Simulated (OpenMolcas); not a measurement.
## Run report: BF, single-point calculation

- system: BF (13768-60-0), SMILES [B]F
- method: CASSCF/STO-3G (OpenMolcas 26.06)

The geometry comes from this level: GFN2-xTB.

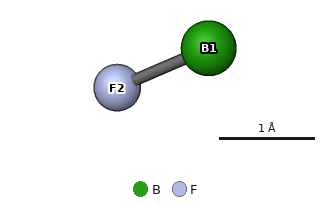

Fig. 1: The input geometry (ball-and-stick view, seen at an oblique angle; atoms are numbered from 1 in the order of the input). Bond lengths as drawn: B–F 1.24 Å.

Summary

- outcome: converged
- total energy: −122.372028 hartree
- CASSCF energy: −122.372028 hartree
- basis functions: 10
- hardware: 1 thread of Arm Neoverse V1, 24 GiB of memory available, shared host
- wall time: 1.6 s
- peak memory: 0.37 GiB

Input file
```
&GATEWAY
 BASLIB
 $CurrDir
 COORD
 2
 bohr
 B      0.00000000     0.00000000     0.00000000
 F      0.00000000     0.00000000     2.35155629
 BASIS
 STO-3G
 GROUP
 NoSym

&SEWARD

&RASSCF
 FILEORB
 $CurrDir/step1.ScfOrb
 SPIN
 1
 NACTEL
 2 0 0
 INACTIVE
 6
 RAS2
 2
 ORBLISTING
 Nothing
 ORBAPPEAR
 Compact
```

Launch command:
```bash
export MOLCAS_MEM=1860
pymolcas step2.inp > step2.log
```

Log
```
--- Start Module: gateway ---

                                              &GATEWAY

                       available to each process: 1.9 GB of memory, 1 thread

 Basis Set     1 Label: B.STO-3G
 Basis set is read from library:.
 basistype.tbl is not found

 Basis Set     2 Label: F.STO-3G
 Basis set is read from library:.
 basistype.tbl is not found

++    Symmetry information:
      ---------------------

                    Character Table for C1

                             E
                    a        1  x, y, xy, Rz, z, xz, Ry, yz, Rx, I
--

++    Basis set information:
      ----------------------

      Basis set label: B.STO-3G.........

      Electronic valence basis set:
      ------------------
      Associated Effective Charge   5.000000 au
      Associated Actual Charge      5.000000 au
      Nuclear Model: Point charge

      Shell  nPrim  nBasis  Cartesian Spherical Contaminant
         s       6       2        X
         p       3       1        X

      Basis set label: F.STO-3G.........

      Electronic valence basis set:
      ------------------
      Associated Effective Charge   9.000000 au
      Associated Actual Charge      9.000000 au
      Nuclear Model: Point charge

      Shell  nPrim  nBasis  Cartesian Spherical Contaminant
         s       6       2        X
         p       3       1        X
--

++    Molecular structure info:
      -------------------------

                    ************************************************
                    **** Cartesian Coordinates / bohr, angstrom ****
                    ************************************************

     Center  Label                x              y              z                     x              y              z
        1      B1               0.000000       0.000000       0.000000              0.000000       0.000000       0.000000
        2      F2               0.000000       0.000000       2.351556              0.000000       0.000000       1.244390
--

            Nuclear Potential Energy             19.13626316 au

--- Stop Module: gateway /rc=_RC_ALL_IS_WELL_ ---

--- Start Module: seward ---

                                              &SEWARD

                       available to each process: 1.9 GB of memory, 1 thread

               SEWARD will generate:
                  Multipole Moment integrals up to order  2
                  Kinetic Energy integrals
                  Nuclear Attraction integrals (point charge)
                  One-Electron Hamiltonian integrals
                  Velocity integrals
                  Orbital angular momentum around (  0.0000   0.0000   1.4888 )
                  Velocity quadrupole around (  0.0000   0.0000   1.4888 )
                  Two-Electron Repulsion integrals

                   Integrals are discarded if absolute value <: 1.00E-14
                   Integral cutoff threshold is set to       <: 1.00E-16

            Nuclear Potential Energy             19.13626316 au

      Basis set specifications :
      Symmetry species         a
      Basis functions           10

--- Stop Module: seward /rc=_RC_ALL_IS_WELL_ ---

--- Start Module: rasscf ---

                                              &RASSCF

                       available to each process: 1.9 GB of memory, 1 thread

      Header of the ONEINT file:
      --------------------------

      OrdInt status: non-squared

      Cartesian coordinates in angstrom:
      -----------------------------------------------------
      No.  Label        X            Y            Z
      -----------------------------------------------------
       1   B1         0.00000000   0.00000000   0.00000000
       2   F2         0.00000000   0.00000000   1.24439000
      -----------------------------------------------------
      Nuclear repulsion energy =   19.13626316

++    Wave function specifications:
      -----------------------------

      Number of closed shell electrons          12
      Number of electrons in active shells       2
      Max number of holes in RAS1 space          0
      Max nr of electrons in RAS3 space          0
      Number of inactive orbitals                6
      Number of active orbitals                  2
      Number of secondary orbitals               2
      Spin quantum number                      0.0
      State symmetry                             1
--

++    Orbital specifications:
      -----------------------

      Symmetry species                           1
                                                 a
      Frozen orbitals                            0
      Inactive orbitals                          6
      Active orbitals                            2
      RAS1 orbitals                              0
      RAS2 orbitals                              2
      RAS3 orbitals                              0
      Secondary orbitals                         2
      Deleted orbitals                           0
      Number of basis functions                 10
--

++    CI expansion specifications:
      ----------------------------

      Number of CSFs                             3
      Number of spin combinations                3
      Number of determinants                     4
      Number of root(s) required                 1
      Root chosen for geometry opt.              1
      CI root used                               1

      highest root included in the CI            1
      max. size of the explicit Hamiltonian      3
--

++    Optimization specifications:
      ----------------------------

      RASSCF algorithm: Conventional
      Maximum number of macro iterations       200
      Maximum number of SX iterations          100
      Threshold for RASSCF energy            1.000E-08
      Threshold for max MO rotation          1.000E-01
      Threshold for max BLB element          1.000E-04
      Level shift parameter                  5.000E-01
      Make Quasi-Newton update
--

      The MO-coefficients are taken from the file:
      step1.ScfOrb
      Title: SCF orbitals

      Total molecular charge    0.00

      ************************************************************************************************************************
      *                                            Wave function control section                                             *
      ************************************************************************************************************************

                                         RASSCF iterations: Energy and convergence statistics
                                         ----------------------------------------------------

          iter iter root      energy       change     param      element    value   shift minimum  type update hh:mm:ss
 Nr of preliminary CI iterations:   1
        1   1    3    1  -122.36986474    0.00E+00   9.96E-02    4   7 1 -8.03E-03*  0.00   0.00    SX    NO    0:00:00
        2   1    4    1  -122.37134305   -1.48E-03*  5.53E-02    4   7 1 -4.73E-03*  0.00   0.00    SX    NO    0:00:00
        3   1    5    1  -122.37179316   -4.50E-04*  3.25E-02    4   7 1 -2.79E-03*  0.00   0.00    SX    NO    0:00:00
        4   1    5    1  -122.37194635   -1.53E-04*  1.93E-02    4   7 1 -1.65E-03*  0.00   0.00    SX    NO    0:00:00
        5   1    4    1  -122.37199951   -5.32E-05*  2.68E-02    4   7 1 -9.74E-04*  0.00   2.47    LS   YES    0:00:00
        6   1    4    1  -122.37202783   -2.83E-05*  1.42E-03    6   9 1 -4.27E-04*  0.00   1.04    QN   YES    0:00:00
        7   1    4    1  -122.37202808   -2.55E-07* -3.14E-04    5   8 1  1.57E-04*  0.00   1.12    QN   YES    0:00:00
        8   1    4    1  -122.37202813   -4.32E-08* -9.59E-05    5   8 1  4.17E-05   0.00   1.21    QN   YES    0:00:00
        9   1    3    1  -122.37202813   -4.22E-09   1.70E-05    7  10 1 -1.13E-05   0.00   1.13    QN   YES    0:00:00
      Convergence after  9 iterations
       10   1    3    1  -122.37202813   -1.69E-10   1.70E-05    7  10 1 -2.91E-06   0.00   1.13    QN   YES    0:00:00

      ************************************************************************************************************************
                                                      Wave function printout:
                       occupation of active orbitals, and spin coupling of open shells (u,d: Spin up or down)
      ************************************************************************************************************************

      Note: transformation to natural orbitals
      has been made, which may change the order of the CSFs.

      printout of CI-coefficients larger than  0.05 for root  1
      energy=    -122.372028
      conf/sym  11     Coeff  Weight
             1  20   0.98657 0.97332
             3  02  -0.16334 0.02668

      Natural orbitals and occupation numbers for root  1
      sym 1:   1.946643   0.053357

      ************************************************************************************************************************
      *                                                    Final results                                                     *
      ************************************************************************************************************************

++    Final optimization conditions:
      ------------------------------

      Average CI energy                            -122.37202813
      RASSCF energy for state  1                   -122.37202813
      Super-CI energy                                -0.00000000
      RASSCF energy change                           -0.00000000
      Max change in MO coefficients               1.880E-05
      Max non-diagonal density matrix element     1.697E-05
      Maximum BLB matrix element                 -2.914E-06
      (orbital pair   7,  10 in symmetry   1)
      Norm of electronic gradient            3.154E-06
--

      Final state energy(ies):
      ------------------------

::    RASSCF root number  1 Total energy:   -122.37202813
      Von Neumann Entropy (Root   1) =  0.17745

      Mulliken population analysis for root number:  1
      -----------------------------------------------

++    Molecular charges:
      ------------------

      Mulliken charges per centre
      ---------------------------

                B1      F2
      Total    4.8179  9.1821

      N-E      0.1821 -0.1821

      Total electronic charge=   14.000000

      Total            charge=   -0.000000
--

      Expectation values of various properties for root number:  1
      -----------------------------------------------------------

++    Molecular properties:
      ---------------------

      Charge (e):
                      =   -0.0000
      Dipole Moment (debye):
      Origin of the operator (angstrom)=    0.0000    0.0000    0.7878
                   X=  9.8905E-17               Y=  4.9344E-16               Z=  1.0036E+00           Total=  1.0036E+00
      Quadrupole Moment (debye*angstrom):
      Origin of the operator (angstrom)=    0.0000    0.0000    0.7878
                  XX= -8.0938E+00              XY=  9.2977E-03              XZ= -2.4781E-16              YY= -8.0261E+00
                  YZ= -4.6726E-16              ZZ= -1.2305E+01
      In traceless form (debye*angstrom)
                  XX=  2.0718E+00              XY=  1.3947E-02              XZ= -3.7171E-16              YY=  2.1733E+00
                  YZ= -7.0089E-16              ZZ= -4.2451E+00
--

      Average orbitals are written to the RASORB file
      Natural orbitals for root   1 are written to the RASORB.1 file
      Spin density orbitals for root   1 are written to the SPDORB.1 file

--- Stop Module: rasscf /rc=_RC_ALL_IS_WELL_ ---

.##################.
.# Happy landing! #.
.##################.

    Timing: Wall=1.36 User=1.06 System=0.30
```
